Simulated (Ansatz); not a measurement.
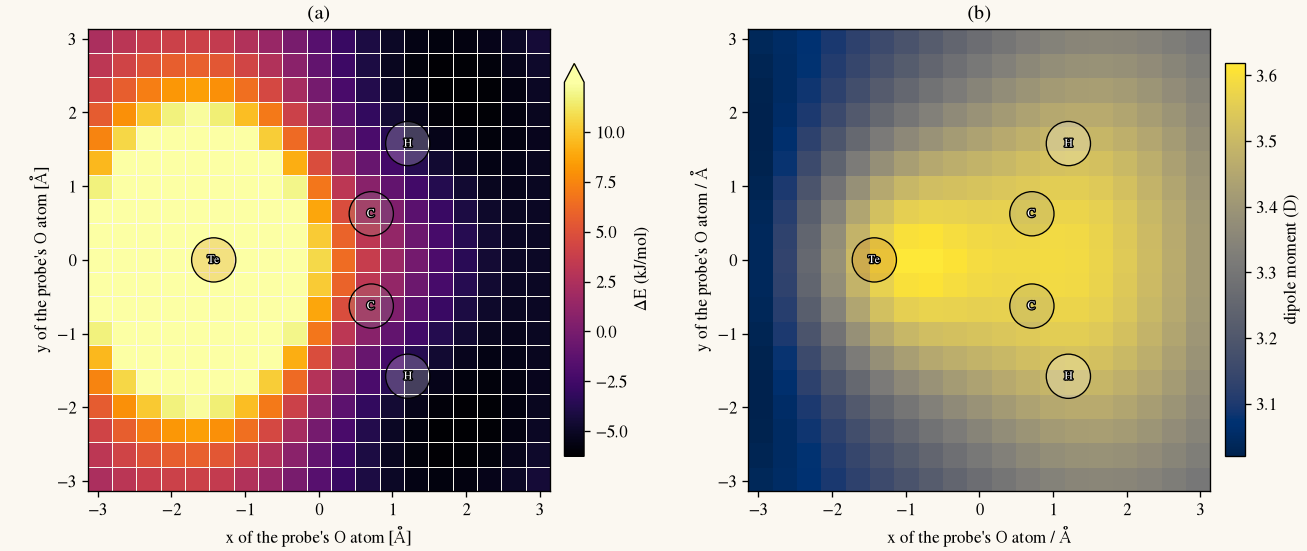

C₂H₂Te (SMILES C1=C[Te]1) with the probe H2O. The probe is moved over a plane parallel to the molecule's main plane, 3.10 Å above it. The first coordinate is: x of the probe's O atom; the second: y of the probe's O atom. Nothing is relaxed (molecule and probe rigid, the probe upright with O nearest the plane). The scan uses a 19 × 19 grid; 190 points were computed and 171 follow by symmetry. All energies are given in kJ/mol relative to molecule and probe far apart, each relaxed in its own basis (no counterpoise correction). These are results of RHF/def2-SVPD in Ansatz 0.2.0, not measurements.

Panel (a) is the energy and panel (b) the computed dipole moment on the same grid.

In the figure: one coloured cell a grid point, labelled circles for the molecule's atoms, projected on the plane, one colour for all values above the top of the scale.

How does the dipole moment vary over the map, and what is it at the lowest grid point?

Leaving out the highest fifth of the energies, it runs from 3.02 D at x of the probe's O atom = −2.97 Å, y of the probe's O atom = −1.98 Å to 3.59 D at x of the probe's O atom = 0.00 Å, y of the probe's O atom = 0.00 Å. At the lowest grid point, x of the probe's O atom = 1.98 Å, y of the probe's O atom = −2.31 Å, it is 3.41 D.

```tsv
y of the probe's O atom ↓, x of the probe's O atom →	−2.64	−1.98	−1.32	−0.66	0.00	0.66	1.32	1.98	2.64
2.97	3.05	3.10	3.16	3.22	3.27	3.32	3.35	3.35	3.33
2.31	3.05	3.12	3.21	3.29	3.35	3.40	3.42	3.41	3.37
1.65	3.06	3.19	3.31	3.39	3.44	3.48	3.50	3.48	3.42
0.99	3.10	3.29	3.45	3.52	3.53	3.54	3.55	3.52	3.45
0.33	3.13	3.37	3.56	3.61	3.58	3.58	3.58	3.54	3.46
−0.33	3.13	3.37	3.56	3.61	3.58	3.58	3.58	3.54	3.46
−0.99	3.10	3.29	3.45	3.52	3.53	3.54	3.55	3.52	3.45
−1.65	3.06	3.19	3.31	3.39	3.44	3.48	3.50	3.48	3.42
−2.31	3.05	3.12	3.21	3.29	3.35	3.40	3.42	3.41	3.37
−2.97	3.05	3.10	3.16	3.22	3.27	3.32	3.35	3.35	3.33
```

The table holds every second grid line.
